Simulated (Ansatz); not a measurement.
# A workflow on C7H16 (2,2,3-trimethylbutane)

Aim: a structure relaxation (singlet C7H16, HF/STO-3G), then vibrational wavenumbers (singlet C7H16, HF/STO-3G), then a single-point energy (doublet [C7H16]+, UHF/STO-3G), then a structure relaxation (doublet [C7H16]+, UHF/STO-3G), then a structure relaxation (singlet C7H16, HF/3-21G), then the harmonic vibrations (singlet C7H16, HF/3-21G) of C7H16. 

The results are computed with Ansatz 0.2.0.

### 1 Starting point

C7H16 has 23 atoms, charge 0, and is taken as a singlet. As SMILES, `CC(C)C(C)(C)C`. Geometry: relaxed at PBE0-D4/def2-TZVP. This is one conformer, not always the lowest. The run starts from this shape.

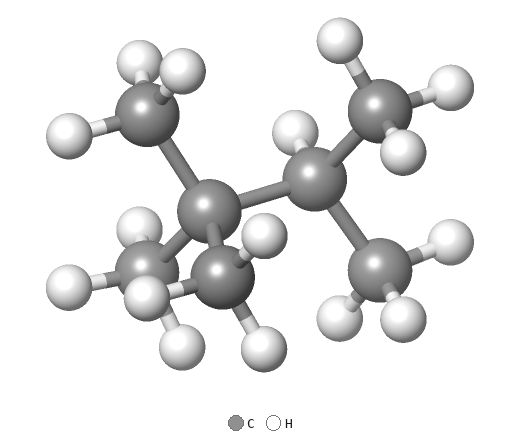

Viewed from a chosen angle; carbon grey, hydrogen white.

### 2 A structure relaxation at HF/STO-3G (run 1)

Input file run.yaml:

```yaml
crystal:
  periodic: [false, false, false]
  atoms:
    - {symbol: C, position_ang: [0.918800, -0.612300, -1.712200]}
    - {symbol: C, position_ang: [0.168200, -0.856900, -0.407900]}
    - {symbol: C, position_ang: [1.059700, -1.655000, 0.536900]}
    - {symbol: C, position_ang: [-0.419900, 0.431200, 0.226300]}
    - {symbol: C, position_ang: [-1.232900, 0.067500, 1.468800]}
    - {symbol: C, position_ang: [-1.365500, 1.107600, -0.766400]}
    - {symbol: C, position_ang: [0.668900, 1.425300, 0.624300]}
    - {symbol: H, position_ang: [0.301200, -0.123300, -2.466800]}
    - {symbol: H, position_ang: [1.808500, 0.003100, -1.552100]}
    - {symbol: H, position_ang: [1.256700, -1.562700, -2.133000]}
    - {symbol: H, position_ang: [-0.700800, -1.486500, -0.645400]}
    - {symbol: H, position_ang: [0.548400, -1.938300, 1.458000]}
    - {symbol: H, position_ang: [1.958600, -1.094000, 0.807500]}
    - {symbol: H, position_ang: [1.389900, -2.576400, 0.050500]}
    - {symbol: H, position_ang: [-1.750600, 0.950000, 1.854400]}
    - {symbol: H, position_ang: [-1.989800, -0.688200, 1.237000]}
    - {symbol: H, position_ang: [-0.604100, -0.319000, 2.273200]}
    - {symbol: H, position_ang: [-2.128600, 0.408500, -1.122600]}
    - {symbol: H, position_ang: [-1.879300, 1.946300, -0.288700]}
    - {symbol: H, position_ang: [-0.835900, 1.502000, -1.635700]}
    - {symbol: H, position_ang: [1.351500, 1.004300, 1.366100]}
    - {symbol: H, position_ang: [1.258900, 1.747700, -0.236900]}
    - {symbol: H, position_ang: [0.218100, 2.319000, 1.064700]}
basis:
  gaussian:
    orbitals: STO-3G
hamiltonian:
  xc: hf
relax:
  f_tol: 0.002
output:
  orbitals: {seedname: orbitals}
```

Command:

```sh
$ ansatz run run.yaml --threads 1 --pin off --max-ram 3480MiB --events-out events.jsonl --progress --plain --runs-dir runs
```

What it wrote:

```text
Warning: RAYON_NUM_THREADS=1 ignored (pool sized by the plan → 1); use --threads N
The last accepted step is kept in runs//last_step.txt (removed where the run ends without a failure and the disk answers)
[... 49 lines left out ...]
Total energy: -7379.68323520 eV, -271.1983567648 hartree
[... 23 lines left out ...]
Dipole moment:    -0.004878    -0.003933    -0.001528 e Å
```

Run time: 18 s. Hardware: 1 thread of Arm Neoverse V1, shared host; peak memory 0.11 GiB.

The path in brief:

```tsv
step	energy from the first frame kept (eV)	largest force (eV/Å)
1	0.0000	1.4510
2	-0.0912	0.2465
3	-0.0946	0.1395
4	-0.0970	0.0093
5	-0.0970	0.0025
6	-0.0970	0.0005
```

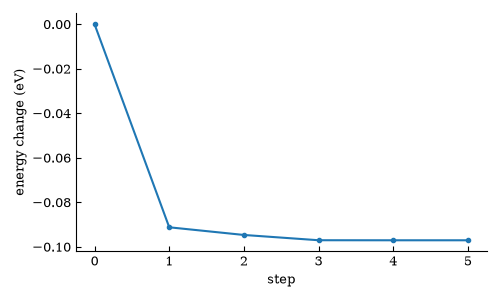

Energy along the run.

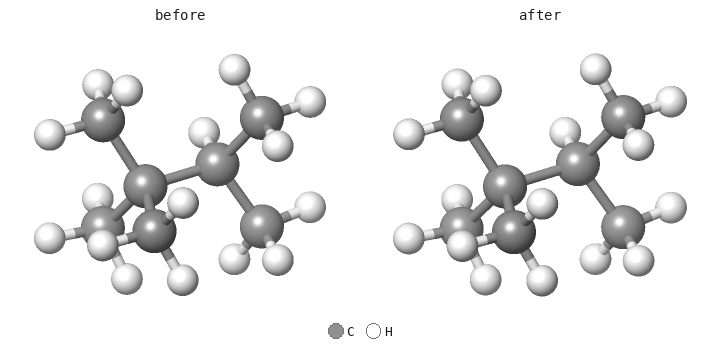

Before and after, at one scale.

After the run. Some bond lengths: C1–C2 1.549 Å, C2–C3 1.549 Å, C2–C4 1.574 Å, C4–C5 1.554 Å, C4–C6 1.554 Å, C4–C7 1.551 Å, C1–H8 1.084 Å, C1–H9 1.085 Å, C1–H10 1.086 Å, C2–H11 1.091 Å, C3–H12 1.084 Å, C3–H13 1.085 Å, C3–H14 1.086 Å, C5–H15 1.085 Å, C5–H16 1.086 Å, C5–H17 1.084 Å. Some angles: C1–C2–C3 108.8°, C1–C2–C4 113.7°, C3–C2–C4 113.7°, C2–C4–C5 109.7°, C2–C4–C6 109.7°, C2–C4–C7 112.5°, C5–C4–C6 107.5°, C5–C4–C7 108.6°, C6–C4–C7 108.6°, C1–C2–H11 107.0°.

### 3 The harmonic vibrations at HF/STO-3G (run 2)

Input file in.yaml:

```yaml
crystal:
  periodic: [false, false, false]
  atoms:
    - {symbol: C, position_ang: [0.934698, -0.623235, -1.737389]}
    - {symbol: C, position_ang: [0.168784, -0.871036, -0.414449]}
    - {symbol: C, position_ang: [1.077509, -1.680559, 0.543189]}
    - {symbol: C, position_ang: [-0.423070, 0.437214, 0.229239]}
    - {symbol: C, position_ang: [-1.250561, 0.070791, 1.492202]}
    - {symbol: C, position_ang: [-1.385277, 1.126757, -0.777117]}
    - {symbol: C, position_ang: [0.678987, 1.450481, 0.635299]}
    - {symbol: H, position_ang: [0.307735, -0.144305, -2.480524]}
    - {symbol: H, position_ang: [1.811496, -0.004826, -1.577257]}
    - {symbol: H, position_ang: [1.267602, -1.572154, -2.146440]}
    - {symbol: H, position_ang: [-0.686698, -1.503624, -0.654238]}
    - {symbol: H, position_ang: [0.555134, -1.962207, 1.450111]}
    - {symbol: H, position_ang: [1.963704, -1.118196, 0.817506]}
    - {symbol: H, position_ang: [1.401730, -2.592130, 0.050730]}
    - {symbol: H, position_ang: [-1.767905, 0.948882, 1.865613]}
    - {symbol: H, position_ang: [-1.993497, -0.686015, 1.259826]}
    - {symbol: H, position_ang: [-0.617213, -0.303894, 2.288286]}
    - {symbol: H, position_ang: [-2.134451, 0.427227, -1.135040]}
    - {symbol: H, position_ang: [-1.897588, 1.953400, -0.295119]}
    - {symbol: H, position_ang: [-0.849704, 1.522658, -1.632512]}
    - {symbol: H, position_ang: [1.353864, 1.025586, 1.370328]}
    - {symbol: H, position_ang: [1.261346, 1.765127, -0.223847]}
    - {symbol: H, position_ang: [0.223375, 2.333958, 1.071602]}
basis:
  gaussian:
    orbitals: STO-3G
hamiltonian:
  xc: hf
phonons:
  temperatures: {t_min: 298.15, t_max: 298.15, t_step: 1}
magnetization:
  spin_polarized: false
  initial_magnetization: 0
```

Command:

```sh
$ ansatz run in.yaml --threads 1 --pin off --max-ram 3480MiB --events-out events.jsonl --progress --plain --runs-dir runs
```

What it wrote:

```text
Warning: RAYON_NUM_THREADS=1 ignored (pool sized by the plan → 1); use --threads N
[... 733 lines left out ...]
Total energy: -7379.68318244 eV, -271.1983548258 hartree
[... 23 lines left out ...]
Dipole moment:    -0.004878    -0.003933    -0.001529 e Å
Vibrations: 9.97 202.65 240.31 251.08 269.08 276.45 322.12 330.16 394.24 415.58 431.01 489.22 517.98 595.11 800.28 1002.66 1109.45 1122.55 1123.37 1131.17 1152.46 1158.31 1217.27 1235.51 1310.36 1350.33 1410.66 1488.80 1509.59 1563.59 1637.73 1666.85 1736.54 1738.26 1741.69 1747.97 1759.86 1834.69 1835.41 1836.70 1837.50 1846.24 1847.26 1852.29 1852.70 1854.79 1862.96 3570.20 3570.89 3573.68 3577.51 3579.03 3632.58 3749.11 3750.38 3750.74 3752.33 3754.11 3757.97 3760.87 3763.67 3768.27 3769.77 cm⁻¹, zero-point energy 7.067215 eV
```

It took 5.4 min on 1 thread of Arm Neoverse V1, shared host; peak memory 0.11 GiB.

### 4 The doublet cation: a single-point energy at UHF/STO-3G (run 3)

Input file molecule.yaml:

```yaml
crystal:
  periodic: [false, false, false]
  atoms:
    - {symbol: C, position_ang: [0.934698, -0.623235, -1.737389]}
    - {symbol: C, position_ang: [0.168784, -0.871036, -0.414449]}
    - {symbol: C, position_ang: [1.077509, -1.680559, 0.543189]}
    - {symbol: C, position_ang: [-0.423070, 0.437214, 0.229239]}
    - {symbol: C, position_ang: [-1.250561, 0.070791, 1.492202]}
    - {symbol: C, position_ang: [-1.385277, 1.126757, -0.777117]}
    - {symbol: C, position_ang: [0.678987, 1.450481, 0.635299]}
    - {symbol: H, position_ang: [0.307735, -0.144305, -2.480524]}
    - {symbol: H, position_ang: [1.811496, -0.004826, -1.577257]}
    - {symbol: H, position_ang: [1.267602, -1.572154, -2.146440]}
    - {symbol: H, position_ang: [-0.686698, -1.503624, -0.654238]}
    - {symbol: H, position_ang: [0.555134, -1.962207, 1.450111]}
    - {symbol: H, position_ang: [1.963704, -1.118196, 0.817506]}
    - {symbol: H, position_ang: [1.401730, -2.592130, 0.050730]}
    - {symbol: H, position_ang: [-1.767905, 0.948882, 1.865613]}
    - {symbol: H, position_ang: [-1.993497, -0.686015, 1.259826]}
    - {symbol: H, position_ang: [-0.617213, -0.303894, 2.288286]}
    - {symbol: H, position_ang: [-2.134451, 0.427227, -1.135040]}
    - {symbol: H, position_ang: [-1.897588, 1.953400, -0.295119]}
    - {symbol: H, position_ang: [-0.849704, 1.522658, -1.632512]}
    - {symbol: H, position_ang: [1.353864, 1.025586, 1.370328]}
    - {symbol: H, position_ang: [1.261346, 1.765127, -0.223847]}
    - {symbol: H, position_ang: [0.223375, 2.333958, 1.071602]}
basis:
  gaussian:
    orbitals: STO-3G
total_charge: 1
magnetization:
  spin_polarized: true
  initial_magnetization: 1
hamiltonian:
  xc: hf
```

Command:

```sh
$ ansatz run molecule.yaml --threads 1 --pin off --max-ram 3480MiB --events-out events.jsonl --progress --plain --runs-dir runs
```

What it wrote:

```text
Warning: RAYON_NUM_THREADS=1 ignored (pool sized by the plan → 1); use --threads N
Functional definition: HF
  name "HF"
  exchange = exact_x
  correlation = 0
730 factors; integrals over basis functions are off by at most 3.6e-5 eV
mean field evaluation 1: about -7368.3330 eV, gradient 1.3e1 eV
mean field evaluation 2: about -7368.8386 eV, gradient 1.3e1 eV
mean field evaluation 4: about -7370.4143 eV, gradient 2.0e0 eV
mean field evaluation 8: about -7370.4699 eV, gradient 3.6e-3 eV
mean field evaluation 16: about -7370.3464 eV, gradient 4.7e-1 eV
mean field evaluation 32: about -7370.0449 eV, gradient 3.0e-1 eV
mean field evaluation 64: about -7370.2970 eV, gradient 5.8e-1 eV
mean field evaluation 96: about -7369.8869 eV, gradient 1.4e0 eV
mean field evaluation 128: about -7370.2745 eV, gradient 1.5e0 eV
mean field -7370.46994585 eV, -270.8597746260 hartree, gradient 2.0e-5 eV, S^2 0.754925; 2 other end points of the search recorded, 0 dependent functions left out
reference -7370.46994585 eV, -270.8597746260 hartree; 29, 28 occupied and 22, 23 virtual orbitals, 730 factors
Total energy: -7370.46994585 eV, -270.8597746260 hartree
```

Run time: 5.4 s. Hardware: 1 thread of Arm Neoverse V1, shared host; peak memory 0.13 GiB.

(Part 1 of 2 ends here.)
